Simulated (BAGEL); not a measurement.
# BH2O (SMILES B[O]) at FCI/STO-3G (density fitting with qzvpp-jkfit)

What is the energy change on altering one bond length of BH2O at FCI/STO-3G (density fitting with qzvpp-jkfit)? 

The calculation is run with BAGEL 1.2.2.

3 further runs of the same task are left out: 2 that didn't finish, 1 set aside as unsound or not needed. Runs told in other sessions of the task aren't counted.

## (1) The structure to begin with

BH2O has 4 atoms, charge 0, and is taken as a doublet. SMILES: `B[O]`. The shape is that of a PBE0-D4/def2-TZVP optimisation.

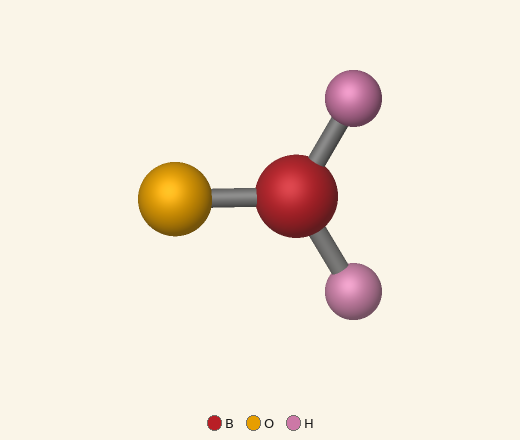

Viewed from a chosen angle; boron red, oxygen amber, hydrogen pink.

## (2) A single-point energy at FCI/STO-3G (density fitting with qzvpp-jkfit)

calc.json reads:

```json
{ "bagel" : [

{
  "title" : "molecule",
  "basis" : "sto-3g",
  "df_basis" : "qzvpp-jkfit",
  "angstrom" : true,
  "geometry" : [
    { "atom" : "B", "xyz" : [   -0.001100,   -0.010300,   -0.015100 ] },
    { "atom" : "O", "xyz" : [    1.025300,   -0.340800,    0.676900 ] },
    { "atom" : "H", "xyz" : [   -1.052600,   -0.587700,    0.151600 ] },
    { "atom" : "H", "xyz" : [    0.083900,    0.878500,   -0.833600 ] }
  ]
},
{ "title" : "hf", "charge" : 1 },
{ "title" : "fci", "nstate" : 1, "ncore" : 2, "nspin" : 1 }

]}
```

The run is started by

```console
$ BAGEL_NUM_THREADS=1 BAGEL calc.json > calc.out
```

Log:

```text
* using 1 threads per process

  ===============================================================
  ===============================================================

  *** Geometry ***

  { "atom" : "B", "xyz" : [     -0.002079,     -0.019464,     -0.028535 ] },
  { "atom" : "O", "xyz" : [      1.937536,     -0.644019,      1.279156 ] },
  { "atom" : "H", "xyz" : [     -1.989126,     -1.110592,      0.286482 ] },
  { "atom" : "H", "xyz" : [      0.158548,      1.660124,     -1.575276 ] },

  Number of auxiliary basis functions:      188

  Since a DF basis is specified, we compute 2- and 3-index integrals:
    o Being stored without compression. Storage requirement is 0.000 GB

  Number of basis functions:       12
  Number of electrons      :       15

    * METHOD: MOLECULE                             0.02

  *** RHF ***

  === Nuclear Repulsion ===
    25.0661859151

      * DIIS with orbital gradients will be used.

  === RHF iteration (sto-3g) ===
      0        -98.88885063          0.04795822           0.00
      1        -98.93119550          0.03688843           0.00
      2        -98.96824897          0.00828967           0.00
[... 9 lines of this table left out ...]
     12        -98.97516956          0.00000000           0.00
    * SCF iteration converged.

    * Permanent dipole moment:
           (    0.630550,    -0.203171,     0.425245) a.u.

    * METHOD: HF                                   0.03

  ---------------------------
        FCI calculation
  ---------------------------

  Performs exactly the same way as Knowles & Handy 1984 CPL

  o alpha-beta strings
      length:           462
  o size of the space
      determinant space:  52920
      spin-adapted space: 27720

  o single displacement lists (alpha)
      length:          6300
  o single displacement lists (beta)
      length:          7560

     guess   0:   closed 11111.....           open .....1....

  === FCI iteration ===

      0  0       -99.31004142     2.07e-03      0.06
      1  0       -99.44870177     1.02e-03      0.06
      2  0       -99.47742989     3.81e-04      0.06
[... 16 lines of this table left out ...]
     19  0 *     -99.48070824     6.02e-11      0.06

     * ci vector, state   0, <S^2> = 0.7500
       22222a....     0.9118452795
       22a22ab...    -0.2188341912
       22b22aa...     0.1603636615
       2222a2....     0.1467817506
       22.22a2...     0.0725449613
       2222ba...a     0.0713708888
       22a22ba...    -0.0584705297
       222b2a.a..    -0.0573304825
       2222ab...a     0.0562851655

    * METHOD: FCI                                  1.16

  ===============================================================
```

It took 1.4 s on 1 thread of AMD EPYC 9B14 (Zen 4), shared host.

## (3) The distorted shape

job.json reads:

```json
{ "bagel": [

{
  "title": "molecule",
  "basis": "sto-3g",
  "df_basis": "qzvpp-jkfit",
  "angstrom": "true",
  "geometry": [
    { "atom": "B", "xyz": [    0.524656,    0.278404,   -0.098451 ] },
    { "atom": "O", "xyz": [    1.551056,   -0.052096,    0.593549 ] },
    { "atom": "H", "xyz": [   -1.052600,   -0.587700,    0.151600 ] },
    { "atom": "H", "xyz": [    0.609656,    1.167204,   -0.916951 ] }
  ]
},
{
  "title": "hf",
  "charge": 1
},
{
  "title": "fci",
  "nstate": 1,
  "ncore": 2,
  "nspin": 1
}

]}
```

The run is started by

```console
$ BAGEL_NUM_THREADS=1 BAGEL job.json > job.out
```

Log:

```text
* using 1 threads per process

  ===============================================================
  ===============================================================

  *** Geometry ***

  { "atom" : "B", "xyz" : [      0.991456,      0.526107,     -0.186045 ] },
  { "atom" : "O", "xyz" : [      2.931071,     -0.098447,      1.121645 ] },
  { "atom" : "H", "xyz" : [     -1.989126,     -1.110592,      0.286482 ] },
  { "atom" : "H", "xyz" : [      1.152083,      2.205696,     -1.732786 ] },

  Number of auxiliary basis functions:      188

  Since a DF basis is specified, we compute 2- and 3-index integrals:
    o Being stored without compression. Storage requirement is 0.000 GB

  Number of basis functions:       12
  Number of electrons      :       15

    * METHOD: MOLECULE                             0.02

  *** RHF ***

  === Nuclear Repulsion ===
    23.8950638882

[... 8 lines left out ...]
    * SCF iteration converged.
[... 1 line left out ...]
    * Permanent dipole moment:
[... 47 lines left out ...]
     * ci vector, state   0, <S^2> = 0.7500
       22222a....    -0.8788342447
       22a22ab...     0.1950439980
       2222ab.a..    -0.1872913778
       22b22aa...    -0.1471451428
       2222ba.a..    -0.1282432113
       2222.a.2..    -0.1253949863
       22b2a2a...     0.0857645259
       22.22a2...    -0.0772446507
       22a2a2b...    -0.0747816668
       22a2baba..     0.0707849134
       222a22....    -0.0592358313
       2222aa.b..    -0.0590481665

    * METHOD: FCI                                  1.60

  ===============================================================
```

Run time: 1.9 s. Hardware: 1 thread of AMD EPYC 9B14 (Zen 4), shared host.

## (4) Results

Level: FCI/STO-3G (density fitting with qzvpp-jkfit), 2 core orbitals frozen.

| quantity | value |
| --- | --- |
| first shape: total energy | -99.48071 Eh |
| distorted shape: total energy | -99.40619 Eh |
| energy change with the B1–H3 bond stretched from 1.211 to 1.817 Å | 2.028 eV |

In words: With the B1–H3 bond stretched from 1.211 to 1.817 Å the energy rises by 2.03 eV (47 kcal/mol). The first shape isn't relaxed at this level, so the change isn't measured from a minimum. The minimal basis adds a large error of its own.
